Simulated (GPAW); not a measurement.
## Optical response of Cs

Aim: the dielectric function of Cs, and the optical constants that follow from it.

Method: DFT, PBE, plane-wave PAW (GPAW data sets), scalar-relativistic, RPA, optical limit, in GPAW 26.7.0.

## (1) Starting point

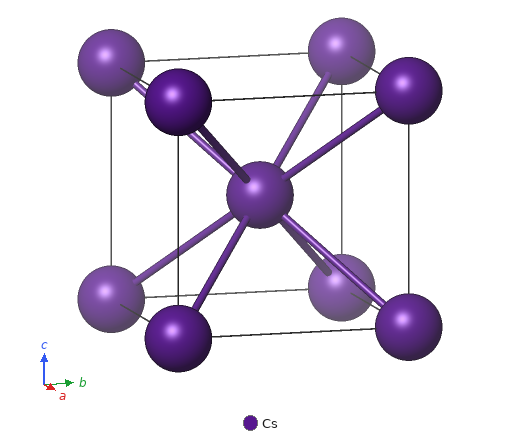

The cell as given, slightly off an axis (caesium purple). This picture shows the conventional cell, with its axes. Some periodic images of atoms are drawn too.

## (2) Ground state

First the ground state: is it a metal or has it a gap?

This step: DFT, PBE, plane-wave PAW (GPAW data sets), scalar-relativistic, ground state (GPAW 26.7.0).

The input, gs.py:

```python
from ase import Atoms
from ase.dft.bandgap import bandgap
from gpaw import GPAW, PW, FermiDirac

atoms = Atoms(['Cs'],
              cell=[[-3.033500000000, 3.033500000000, 3.033500000000],
                    [3.033500000000, -3.033500000000, 3.033500000000],
                    [3.033500000000, 3.033500000000, -3.033500000000]],
              scaled_positions=[[0.000000000000, 0.000000000000, 0.000000000000]],
              pbc=[True, True, True])
atoms.calc = GPAW(mode=PW(500), xc='PBE', kpts={'size': (5, 5, 5), 'gamma': True},
                  occupations=FermiDirac(0.05), maxiter=150, txt='gs.txt')
print('energy (eV)', atoms.get_potential_energy())
print('Fermi level (eV)', atoms.calc.get_fermi_level())
print('valence electrons', atoms.calc.get_number_of_electrons())
print('gap (eV)', bandgap(atoms.calc, output=None)[0])
print('direct gap (eV)', bandgap(atoms.calc, direct=True, output=None)[0])
atoms.calc.write('gs.gpw')
```

The run is started by

```sh
> OMP_NUM_THREADS=1 python gs.py
```

Numbers of over 12 decimals in the logs are rounded to 6 here.

What it wrote:

```text
__  _  _
 | _ |_)|_||  |
 |__||  | ||/\| - 26.7.0

Versions:
  Python: 3.12.14
  ASE:    3.29.0
  Numpy:  2.5.5
  Scipy:  1.18.1
  Libxc:  7.0.0

Input parameters:
  mode=PW(ecut=500.0),
  kpts=MonkhorstPack(size=(5, 5, 5), gamma=True),
  maxiter=150,
  occupations=Occupations(name='fermi-dirac', width=0.05, fixmagmom=False),
  xc=XC(name='PBE')

Diagonalizing LCAO Hamiltonian
Converting LCAO to pw mode

       Cs

Atoms  # Å, Bohr magnetons
|   | symbol |        x |        y |        z |    initial magnetic moments |
| 0 |     Cs | 0.000000 | 0.000000 | 0.000000 | ( 0.0000,  0.0000,  0.0000) |

Unit cell  # Å
| periodic |         x |         y |         z |  lengths |     angles |
|      yes | -3.033500 |  3.033500 |  3.033500 | 5.254176 | 109.471221 |
|      yes |  3.033500 | -3.033500 |  3.033500 | 5.254176 | 109.471221 |
|      yes |  3.033500 |  3.033500 | -3.033500 | 5.254176 | 109.471221 |

Number of symmetries: 48
Symmetry operations  # r_c * U_cc + t_c -> r_c
|    | kind |            matrix            |
|  0 |  σ   |  1, 1, 1,  0, 0,-1,  0,-1, 0 |
|  1 |  C4  |  1, 1, 1,  0, 0,-1, -1, 0, 0 |
|  2 |  C2  |  1, 1, 1,  0,-1, 0,  0, 0,-1 |
|  3 |  S6  |  1, 1, 1,  0,-1, 0, -1, 0, 0 |
|  4 |  S6  |  1, 1, 1, -1, 0, 0,  0, 0,-1 |
|  5 |  C4  |  1, 1, 1, -1, 0, 0,  0,-1, 0 |
|  6 |  E   |  1, 0, 0,  0, 1, 0,  0, 0, 1 |
|  7 |  σ   |  1, 0, 0,  0, 1, 0, -1,-1,-1 |
|  8 |  σ   |  1, 0, 0,  0, 0, 1,  0, 1, 0 |
|  9 |  C3  |  1, 0, 0,  0, 0, 1, -1,-1,-1 |
| 10 |  C3  |  1, 0, 0, -1,-1,-1,  0, 1, 0 |
| 11 |  σ   |  1, 0, 0, -1,-1,-1,  0, 0, 1 |
| 12 |  σ   |  0, 1, 0,  1, 0, 0,  0, 0, 1 |
| 13 |  C2  |  0, 1, 0,  1, 0, 0, -1,-1,-1 |
| 14 |  C3  |  0, 1, 0,  0, 0, 1,  1, 0, 0 |
| 15 |  S4  |  0, 1, 0,  0, 0, 1, -1,-1,-1 |
| 16 |  S4  |  0, 1, 0, -1,-1,-1,  1, 0, 0 |
| 17 |  C3  |  0, 1, 0, -1,-1,-1,  0, 0, 1 |
| 18 |  C3  |  0, 0, 1,  1, 0, 0,  0, 1, 0 |
| 19 |  S4  |  0, 0, 1,  1, 0, 0, -1,-1,-1 |
| 20 |  σ   |  0, 0, 1,  0, 1, 0,  1, 0, 0 |
| 21 |  C3  |  0, 0, 1,  0, 1, 0, -1,-1,-1 |
| 22 |  C2  |  0, 0, 1, -1,-1,-1,  1, 0, 0 |
| 23 |  S4  |  0, 0, 1, -1,-1,-1,  0, 1, 0 |
| 24 |  C4  |  0, 0,-1,  1, 1, 1,  0,-1, 0 |
| 25 |  σ   |  0, 0,-1,  1, 1, 1, -1, 0, 0 |
| 26 |  S6  |  0, 0,-1,  0,-1, 0,  1, 1, 1 |
| 27 |  C2  |  0, 0,-1,  0,-1, 0, -1, 0, 0 |
| 28 |  C4  |  0, 0,-1, -1, 0, 0,  1, 1, 1 |
| 29 |  S6  |  0, 0,-1, -1, 0, 0,  0,-1, 0 |
| 30 |  S6  |  0,-1, 0,  1, 1, 1,  0, 0,-1 |
| 31 |  C4  |  0,-1, 0,  1, 1, 1, -1, 0, 0 |
| 32 |  C4  |  0,-1, 0,  0, 0,-1,  1, 1, 1 |
| 33 |  S6  |  0,-1, 0,  0, 0,-1, -1, 0, 0 |
| 34 |  σ   |  0,-1, 0, -1, 0, 0,  1, 1, 1 |
| 35 |  C2  |  0,-1, 0, -1, 0, 0,  0, 0,-1 |
| 36 |  C2  | -1, 0, 0,  1, 1, 1,  0, 0,-1 |
| 37 |  S6  | -1, 0, 0,  1, 1, 1,  0,-1, 0 |
| 38 |  S6  | -1, 0, 0,  0, 0,-1,  1, 1, 1 |
| 39 |  C2  | -1, 0, 0,  0, 0,-1,  0,-1, 0 |
| 40 |  C2  | -1, 0, 0,  0,-1, 0,  1, 1, 1 |
| 41 |  i   | -1, 0, 0,  0,-1, 0,  0, 0,-1 |
| 42 |  S4  | -1,-1,-1,  1, 0, 0,  0, 1, 0 |
| 43 |  C3  | -1,-1,-1,  1, 0, 0,  0, 0, 1 |
| 44 |  C3  | -1,-1,-1,  0, 1, 0,  1, 0, 0 |
| 45 |  σ   | -1,-1,-1,  0, 1, 0,  0, 0, 1 |
| 46 |  S4  | -1,-1,-1,  0, 0, 1,  1, 0, 0 |
| 47 |  C2  | -1,-1,-1,  0, 0, 1,  0, 1, 0 |

BZ-sampling:
  Number of BZ points: 125
  Number of IBZ points: 10

  Monkhorst-Pack size: [5, 5, 5]
  Monkhorst-Pack shift: [0, 0, 0]

K-points  # in reciprocal-cell coordinates
|   |                                coordinates |     weight |
| 0 | (  0.00000000,   0.00000000,   0.00000000) | 0.00800000 |
| 1 | (  0.20000000,   0.00000000,   0.00000000) | 0.09600000 |
| 2 | (  0.20000000,   0.20000000,  -0.20000000) | 0.04800000 |
| 3 | (  0.40000000,   0.00000000,  -0.20000000) | 0.19200000 |
| 4 | (  0.40000000,   0.00000000,   0.00000000) | 0.09600000 |
| 5 | (  0.40000000,   0.20000000,  -0.20000000) | 0.19200000 |
| 6 | (  0.40000000,   0.20000000,   0.20000000) | 0.06400000 |
| 7 | (  0.40000000,   0.40000000,  -0.40000000) | 0.04800000 |
| 8 | (  0.40000000,   0.40000000,   0.20000000) | 0.19200000 |
| 9 | (  0.40000000,   0.40000000,   0.40000000) | 0.06400000 |

Plane wave coefficients: 2899
Cutoff: 500.0 eV

Spin-components: 1 (collinear spins)
Bands:           5
Projectors:      5
Spin-degeneracy: 2
Datatype:        complex128

Parallelization:
  kpt:    1
  domain: 1
  band:   1

Density:
  Valence electrons: 9.0
  Components: 1
  Grid points: [28 28 28]
  Charge: 0.0  # |e|

Potential:
  Grid points: [28 28 28]

species:
  Cs:
    name:    Caesium
    id:
    Z:       55.0
    valence: 9
    core:    46
    charge:  0.0  # [|e|]
    compensation charges:
      type: gauss
      rc: 0.33  # [Å]
      lmax: 2
    cutoffs:
      filter: 2.06  # [Å]
      core: 2.51  # [Å]
    projectors
    | kind |    occ | energy [eV] | rcut [Å] |
    |   5s |  2.000 |     -26.706 |    1.164 |
    |   6s |  1.000 |      -2.085 |    1.164 |
    |   5p |  6.000 |     -13.523 |    1.058 |
    |    p |        |      13.688 |    1.058 |
    |    d |        |       0.000 |    1.058 |

    Using partial waves for Cs as LCAO basis

Reference energy: -211800.076486  # eV

eigensolver:
  PPCG
  Converge bands: occupied
  niter=2

density mixing:
  MSR1-Mixer
  Pratt-step length: 0.05
  Maximum mixing coefficient: 0.75
  Old densities: 10
  SVD Regularization: 0.005
  Good broyden scale: 1.0
  Trust region scale: 1.0
  Backstep threshold: 4.0
  History deletion threshold: 6.0
  Fourier metric: weight=20.0, sigma=0.015

occupation numbers:
  Fermi-Dirac:
    width: 0.0500  # eV

poisson solver:
  ecut: 4000.0  # eV

xc functional:
  name: PBE with 2 nearest neighbor stencil

convergence criteria:
- Maximum [total energy] change in last 3 cyles: 0.0005 eV / valence electron
- Maximum integral of absolute [dens]ity change: 0.0001 electrons / valence electron
- Maximum integral of absolute [eigenst]ate change: 4e-08 eV^2 / valence electron
maximum number of iterations: 150

SCF iterations
|iter     |      energy | eigst |  dens |
|iter:   1||   -1.192363 | -0.65 |       |
|iter:   2||   -1.150495 | -2.15 | -1.03 |
|iter:   3||   -0.843468 | -1.53 | -1.08 |
|iter:   4||   -0.831868 | -2.63 | -1.66 |
|iter:   5||   -0.831394 | -3.93 | -1.99 |
|iter:   6||   -0.831396c| -5.33 | -3.06 |
|iter:   7||   -0.831399c| -6.39 | -3.44 |
|iter:   8||   -0.831399c| -7.46c| -4.62c|

Converged in 8 steps
SCF loop duration: 2.231 s (0.279 s/step)
Energy contributions relative to reference atoms: (reference = -211800.076486)

Energy contributions:
  Kinetic:           0.829654
  Coulomb:          -0.575803
  Zero:             -0.014170
  External:          0.000000
  Xc:               -1.064929
  Entropy:          -0.012302
  Spinorbit:         0.000000
  ----------------------------
  Free energy:      -0.837550
  Extrapolated:     -0.831399

dipole moment: (-17.092266, -17.092266, -17.092266)  # |e|*Ang

Fermi level: 2.143
Eigenvalues  # (at kpt = [0.000, 0.000, 0.000])
| band index |      eig [eV] | occ [0-2] |
|          0 |       -21.733 |     2.000 |
|          1 |        -8.500 |     2.000 |
|          2 |        -8.500 |     2.000 |
|          3 |        -8.500 |     2.000 |
|          4 |         0.383 |     2.000 |

No gap
No difference between direct/indirect transitions

--- standard output ---
energy (eV) -0.831399
Fermi level (eV) 2.143340
valence electrons 9.0
gap (eV) 0.0
direct gap (eV) 0.0
```

The job ended after 3.3 s (1 thread of Arm Neoverse V2, shared host; peak memory 0.15 GiB).

Numbers from this step:

- energy: -0.8314 eV
- Fermi energy: 2.143 eV
- electrons: 9

There are states at the Fermi level within the smearing, so the occupations stay smeared and the carriers get a Drude term.

## (3) Bands for the response

At the fixed density, many empty bands are solved on the mesh of the response, since the spectrum sums over them.

This step: DFT, PBE, plane-wave PAW (GPAW data sets), scalar-relativistic, bands at fixed density (GPAW 26.7.0).

The input, nscf.py:

```python
from ase.dft.bandgap import bandgap
from gpaw import GPAW, FermiDirac

calc = GPAW('gs.gpw').fixed_density(kpts={'size': (10, 10, 10), 'gamma': True}, nbands=61, convergence={'bands': 55},
                                    occupations=FermiDirac(0.05), txt='nscf.txt')
print('gap (eV)', bandgap(calc, output=None)[0])
print('direct gap (eV)', bandgap(calc, direct=True, output=None)[0])
print('top band over the Fermi level (eV)', min(calc.get_eigenvalues(kpt=k)[54] for k in range(len(calc.get_ibz_k_points()))) - calc.get_fermi_level())
calc.write('full.gpw', mode='all')
```

The run is started by

```sh
> OMP_NUM_THREADS=1 python nscf.py
```

What it wrote:

```text
Diagonalizing LCAO Hamiltonian
Converting LCAO to pw mode
convergence criteria:
- Maximum integral of absolute [eigenst]ate change: 4e-08 eV^2 / valence electron
maximum number of iterations: 150

SCF iterations
|iter     |      energy | eigst |  dens |
|iter:   1||             | +4.23 |       |
|iter:   2||             | +2.93 |       |
|iter:   3||             | +1.83 |       |
|iter:   4||             | +0.43 |       |
|iter:   5||             | -0.70 |       |
|iter:   6||             | -1.67 |       |
|iter:   7||             | -2.40 |       |
|iter:   8||             | -3.23 |       |
|iter:   9||             | -3.90 |       |
|iter:  10||             | -4.64 |       |
|iter:  11||             | -5.23 |       |
|iter:  12||             | -5.78 |       |
|iter:  13||             | -6.15 |       |
|iter:  14||             | -6.51 |       |
|iter:  15||             | -6.79 |       |
|iter:  16||             | -7.12 |       |
|iter:  17||             | -7.42c|       |
SCF steps: 17
  __  _  _
 | _ |_)|_||  |
 |__||  | ||/\| - 26.7.0

Versions:
  Python: 3.12.14
  ASE:    3.29.0
  Numpy:  2.5.5
  Scipy:  1.18.1
  Libxc:  7.0.0

Input parameters:
  mode=PW(ecut=500.0),
  convergence={'bands': 55},
  gpts=array([28, 28, 28]),
  kpts=MonkhorstPack(size=(10, 10, 10), gamma=True),
  maxiter=150,
  nbands=61,
  occupations=Occupations(name='fermi-dirac', width=0.05, fixmagmom=False),
  parallel={},
  xc=XC(name='PBE')

--- standard output ---
gap (eV) 0.0
direct gap (eV) 0.0
top band over the Fermi level (eV) 27.894538
```

Elapsed: 3 min, on 1 thread; peak memory 0.3 GiB.

## (4) Dielectric function, RPA

Transitions between filled and empty bands, summed over the zone, give the optical response, so mesh, band count and broadening shape it.

The induced potential is part of this response.

This step: DFT, PBE, plane-wave PAW (GPAW data sets), scalar-relativistic, RPA, optical limit (GPAW 26.7.0).

The input, df.py:

```python
from gpaw.response.df import DielectricFunction

df = DielectricFunction('full.gpw', frequencies={'type': 'nonlinear', 'domega0': 0.03, 'omega2': 8},
                        ecut=50,
                        eta=0.15,
                        nbands=55,
                        rate=0.05,
                        txt='df.txt')
for direction in ['x']:
    df.get_dielectric_function(xc='RPA', direction=direction, filename=f'df_{direction}.csv')
```

The run is started by

```sh
> OMP_NUM_THREADS=1 python df.py
```

What it wrote:

```text
Using integrator: PointIntegrator
NonLinearFrequencyDescriptor(from 0.000 to 55.685 eV, 479 points)
Nonperiodic BCs:  [False False False]
Using integrator: PointIntegrator
NonLinearFrequencyDescriptor(from 0.000 to 55.685 eV, 479 points)
Nonperiodic BCs:  [False False False]
Using integrator: PointIntegrator

Calculating chi0 body with:
    Ground state adapter containing:
    Number of spins: 1
    Number of kpoints: 1000
    Number of irreducible kpoints: 47
    Number of completely occupied states: 4
    Number of partially occupied states: 6

    Linear response parametrization:
    q_c: [0.0, 0.0, 0.0]
    Number of frequency points: 479
    Planewave cutoff: 50.0
    Number of bands: 55
    Number of planewaves: 87
    Broadening (eta): 0.15

Integrating chi0 body.

Symmetries of q_c:
    Direct symmetries (Uq -> q): 48
    Indirect symmetries (TUq -> q): 0
In total 48 allowed symmetries.

47 groups of equivalent kpoints. 95.3% reduction.

Integral kind: spectral function

Calculating chi0 optical extensions with:
    Ground state adapter containing:
    Number of spins: 1
    Number of kpoints: 1000
    Number of irreducible kpoints: 47
    Number of completely occupied states: 4
    Number of partially occupied states: 6

    Linear response parametrization:
    Number of frequency points: 479
    Planewave cutoff: 50.0
    Number of bands: 55
    Number of planewaves: 87
    Broadening (eta): 0.15
Integrating chi0 head and wings.

Symmetries of q_c:
    Direct symmetries (Uq -> q): 48
    Indirect symmetries (TUq -> q): 0
In total 48 allowed symmetries.

47 groups of equivalent kpoints. 95.3% reduction.

Integral kind: spectral function wings

Calculating drude chi0 with:
    Number of frequency points:479
    Plasma frequency decay rate: 0.05 eV

    Ground state adapter containing:
    Number of spins: 1
    Number of kpoints: 1000
    Number of irreducible kpoints: 47
    Number of completely occupied states: 4
    Number of partially occupied states: 6

Symmetries of q_c:
    Direct symmetries (Uq -> q): 48
    Indirect symmetries (TUq -> q): 0
In total 48 allowed symmetries.

47 groups of equivalent kpoints. 95.3% reduction.

Integral kind: intraband
Plasma frequency:
[[3.46+0.j 0.  +0.j 0.  +0.j]
 [0.  +0.j 3.46+0.j 0.  -0.j]
 [0.  +0.j 0.  -0.j 3.46+0.j]]
```

Run time: 19 s. Hardware: 1 thread; peak memory 0.35 GiB.

Numbers from this step:

```
centre of weight of the strongest loss peak in the window : 3.585 eV
```

The Im ε, E ∥ x has structure finer than the step of the table below, so its rows give means over 1 eV, whole bins alone (the curve runs from 0.305 to 14.0 eV). Peaks (eV: height): 0.9: 6.88.

Sum at mesh points, not converged in k. Table of Im ε, E ∥ x by photon energy; means over each step:

```tsv
photon energy (eV)	Im ε, E ∥ x
1	5.49
2	1.36
3	0.497
4	0.460
5	0.282
6	0.169
7	0.103
8	0.0636
9	0.0466
10	0.0576
11	0.233
12	0.360
13	0.358
```

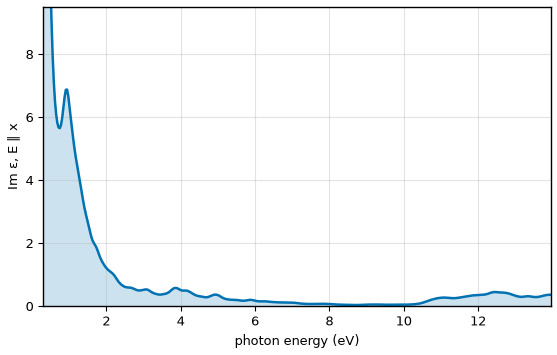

Im ε, E ∥ x against photon energy. Below 1 eV the curve runs off the scale.

Values under 1 per cm are given as 1; sum at mesh points, not converged in k. The absorption coefficient, E ∥ x by photon energy:

```tsv
photon energy (eV)	absorption coefficient, E ∥ x (1/cm)
1	3.3e5
2	3.3e5
3	2.1e5
4	1.6e5
5	1.2e5
6	62037
7	42695
8	28019
9	20892
10	22085
11	1.3e5
12	1.8e5
13	2.0e5
```

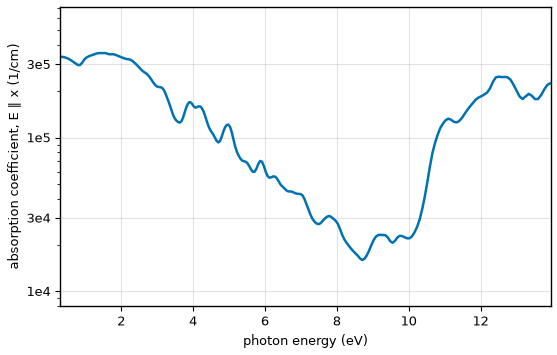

Absorption coefficient, E ∥ x, plotted against photon energy.

Sum at mesh points, not converged in k. Reflectivity at normal incidence, E ∥ x against photon energy; read off at these points:

```tsv
photon energy (eV)	reflectivity at normal incidence, E ∥ x (%)
1	72.2
2	67.7
3	37.8
4	10.0
5	3.94
6	0.924
7	0.198
8	0.0299
9	0.120
10	0.352
11	0.923
12	1.09
13	0.713
```

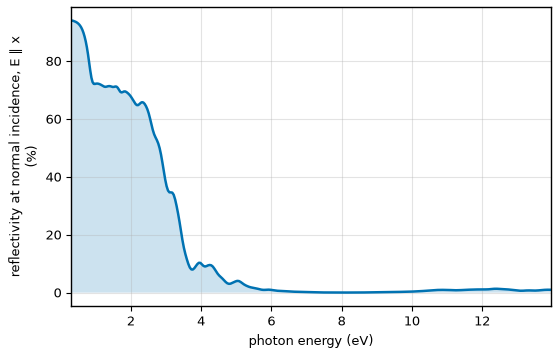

Reflectivity at normal incidence, E ∥ x, plotted against photon energy.

The Im ε, E ∥ x has structure finer than the step of the table below, so its rows give means over 1 eV, whole bins alone (the curve runs from 0.305 to 14.0 eV). Peaks (eV: height): without local fields 0.9: 7.05; with local fields 0.9: 6.88.

Sum at mesh points, not converged in k. Im ε, E ∥ x against photon energy; means over each step:

```tsv
photon energy (eV)	without local fields	with local fields
1	5.60	5.49
2	1.41	1.36
3	0.515	0.497
4	0.472	0.460
5	0.269	0.282
6	0.123	0.169
7	0.0607	0.103
8	0.0446	0.0636
9	0.0413	0.0466
10	0.0884	0.0576
11	0.596	0.233
12	1.42	0.360
13	1.23	0.358
```

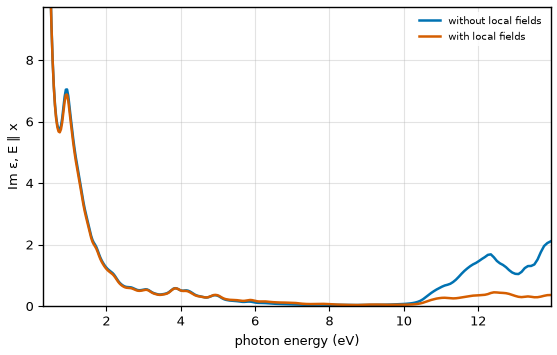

Im ε, E ∥ x, plotted against photon energy. Below 1 eV the curve runs off the scale.

The loss function −Im 1/ε at q → 0, E ∥ x has structure finer than the step of the table below, so its rows give means over 1 eV, whole bins alone (the curve runs from 0.305 to 14.0 eV). Peaks (eV: height): 3.4: 2.70, 4.3: 1.68.

Sum at mesh points, not converged in k. Loss function −Im 1/ε at q → 0, E ∥ x against energy loss; means over each step:

```tsv
energy loss (eV)	loss function −Im 1/ε at q → 0, E ∥ x
1	0.0446
2	0.165
3	1.36
4	1.59
5	0.812
6	0.306
7	0.135
8	0.0634
9	0.0361
10	0.0349
11	0.120
12	0.186
13	0.226
```

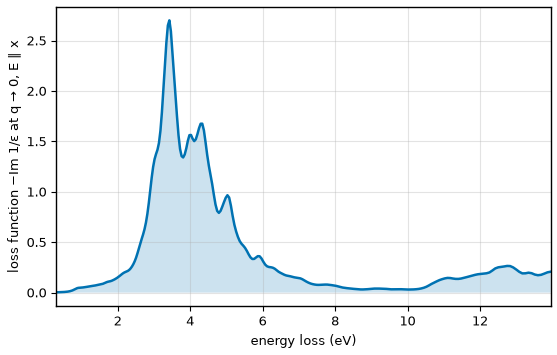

Loss function −Im 1/ε at q → 0, E ∥ x, plotted against energy loss.

At chosen wavelengths:

```tsv
wavelength (nm)	n	k	R (%)	1/α
1550	0.80	3.664	80.7	34 nm
1064	0.83	2.901	71.7	29 nm
800	0.54	2.258	71.2	28 nm
633	0.38	1.696	68.4	30 nm
532	0.29	1.324	65.8	32 nm
450	0.30	0.907	52.3	39 nm
248	0.74	0.237	3.9	83 nm
```

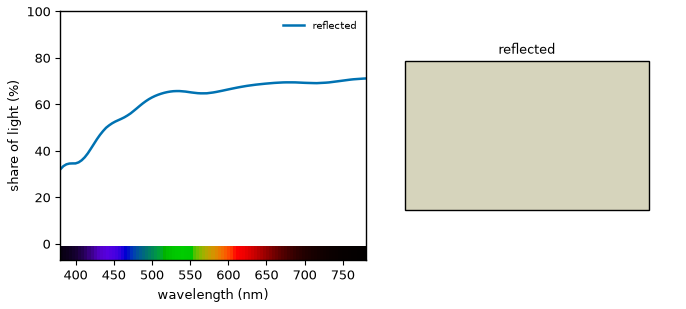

Light reflected across the visible range, with the colour that it makes of daylight (sRGB).

In reflection the computed colour is faintly yellow-green: x = 0.331, y = 0.356, luminous reflectivity 65 %.

## (5) Summary of results

```yaml
centre_of_weight_of_the_strongest_loss_peak_in_the_window_first_axis: 3.59 eV
```

**Reading.** At this level (PBE, RPA) Cs is a metal. The mesh is too coarse to trust the carriers' weight, the reflectivity or the colour to better than tens of per cent. In reflection the computed colour is faintly yellow-green: x = 0.331, y = 0.356, luminous reflectivity 65 %. The carriers' damping of 0.05 eV is typed, not computed; it shapes the response at the lowest energies. Spin-orbit coupling is left out although heavy atoms are present. GPAW's carrier term has the form −ωp²/(ω + i·rate)², which damps like twice the rate and fails at low energy, so the curves leave the lowest energies out. The sum runs over mesh points 0.15 Å⁻¹ apart with no interpolation, so peaks are partly noise of the mesh, and the Drude plasma energy, a sum over the Fermi surface, isn't converged.

[Machine, clock and banner lines and Python warnings are left out of the logs.]

[Logs are printed without paths, hosts, clocks, repeated set-up lines and the standing remarks that a program may print on its own settings, such as how far it seeks lower states.]

[Hosts, paths, dates, database ids (printed as entryN), source tags and the programs' standing remarks are cut or masked in the printed files.]
